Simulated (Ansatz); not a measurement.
**CH₂N (SMILES C=[N-]) (charge −1): density, localisation and related maps**

The calculation's input:

```
crystal:
  periodic: [false, false, false]
  atoms:
    - {symbol: C, position_ang: [-0.643544, -0.431823, -0.569691]}
    - {symbol: "N", position_ang: [0.218427, 0.117135, -1.280886]}
    - {symbol: H, position_ang: [-0.449658, -1.151348, 0.343553]}
    - {symbol: H, position_ang: [-1.813156, -0.333704, -0.677934]}
basis:
  gaussian:
    orbitals: def2-TZVPD
total_charge: -1
hamiltonian:
  xc: {name: PBE0}
output: {forces: true, orbitals: {seedname: orbitals}}
```

Run with:

```sh
ansatz run input.yaml --threads 1 --pin off --max-ram 2610MiB --events-out events.jsonl --progress --plain --runs-dir runs
```

Geometry: PBE-D3(BJ)/def2-SVPD; the highest occupied orbital lies above zero, a sign that basis and functional describe the outermost electron poorly.

Level of theory: isolated molecule in a Gaussian basis; Kohn-Sham density functional theory, functional PBE0 (Ansatz 0.2.0).

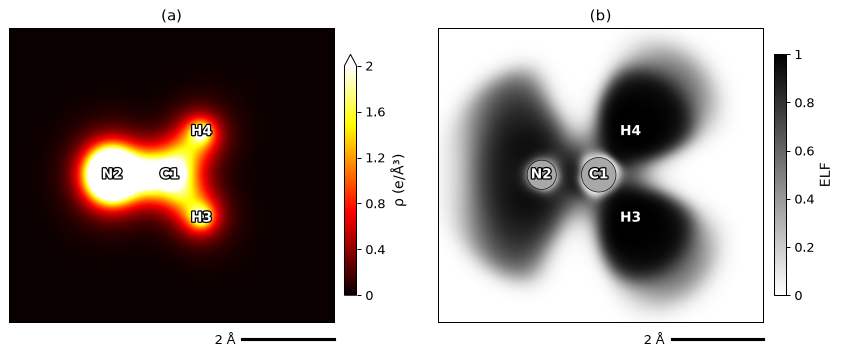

Figure 1. (a) electron density; (b) ELF on the molecular plane. Grey discs cover the atomic cores in the ELF map.

**Read the bonding off the picture.**

The plane passes through C, N and H nuclei. C–N (1.25 Å): ρ at the midpoint is about 3 e/Å³; the ELF peaks at about 0.90 between the atoms (a multiple bond). C–H (1.18 Å): ρ is about 1.6 e/Å³ halfway; the ELF climbs to about 1 towards the hydrogen, as it does in any bond to H (a covalent bond by its length). The ELF also peaks beside N2, away from the bonds: lone-pair regions.

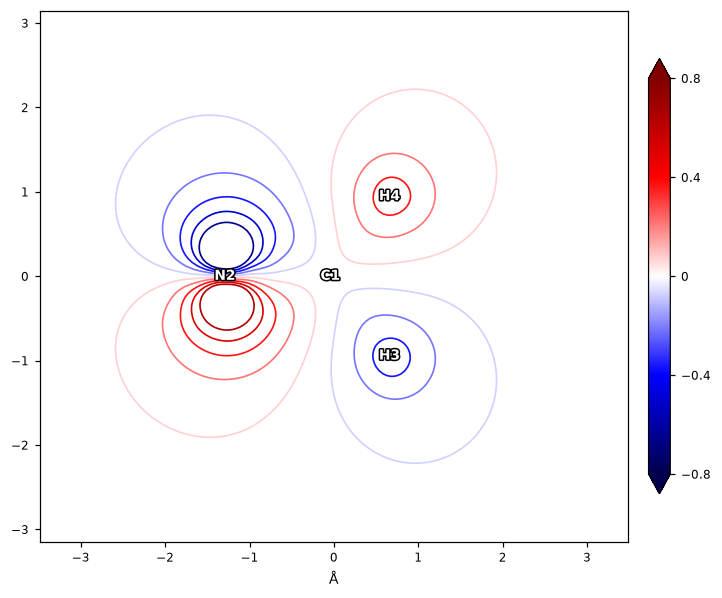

Figure 2. The HOMO on the molecular plane (values in Å⁻³ᐟ²; the overall sign is arbitrary).

**Describe this orbital and give its energy.**

Its weight (Hirshfeld) is mainly on N2 (about 65 %), C1 (about 15 %), H3 (about 10 %) and H4 (about 10 %); it is symmetric in the molecular plane (an in-plane orbital: σ, lone-pair or in-plane π type). Its energy is 1.63 eV.

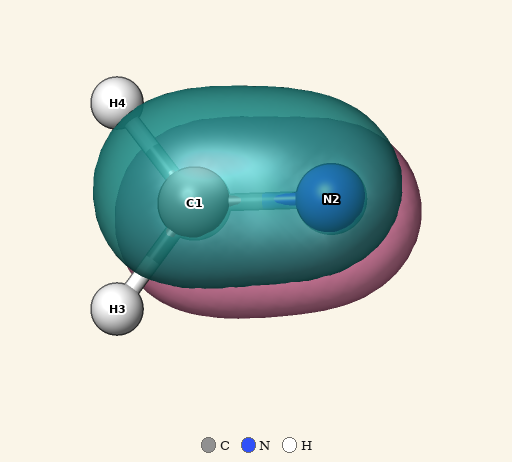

Figure 3. The HOMO−1 at ±0.15 Å⁻³ᐟ² (teal and pink are the two phases), seen at a tilt.

**What is the character of this orbital?**

By Hirshfeld shares it lies mainly on N2 (about 45 %) and C1 (about 45 %); it changes sign across the molecular plane (π type); π-bonding across C1–N2. Its energy is −1.98 eV.
